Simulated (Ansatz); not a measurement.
SiO$_{2}$ (rutile)

```
SiO2
1.0
    4.23616     0.00000     0.00000
    0.00000     4.23616     0.00000
    0.00000     0.00000     2.69045
Si O
2 4
Cartesian
  2.11808   2.11808   1.34523
  0.00000   0.00000   0.00000
  3.41852   3.41852   1.34523
  1.30044   2.93572   0.00000
  2.93572   1.30044   0.00000
  0.81764   0.81764   1.34523
```

E(V) scan at fixed shape, V₀ the volume above. The atoms relax within the cell's symmetry.

These are PBE (plane waves to 420 eV, PAW, scalar-relativistic; Ansatz, a quantum-chemistry and plane-wave program) values and carry that method's errors. k mesh 8×8×12 (Γ-centred), Fermi-Dirac smearing 0.05 eV. E stands for the smeared free energy. With the shape held, the modulus is that of even scaling; a crystal free to change shape is softer. SiO2 was relaxed with its symmetry unable to fall. ΔE is measured from the relaxed starting cell.

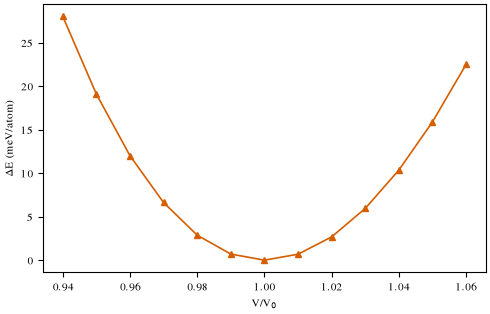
ΔE (meV/atom) against V/V₀; one marker a computed point.

Q: What is ΔE at V/V₀ = 1.060?

A: About 22 meV/atom.

Q: What is ΔE at V/V₀ = 0.940?

A: About 28 meV/atom.

Q: What bulk modulus at fixed cell shape B₀ follows from a third-order Birch-Murnaghan fit?

A: About 280 GPa.

(A scan under strain: stresses follow from slopes of the energy per volume, elastic moduli from its curvatures.)
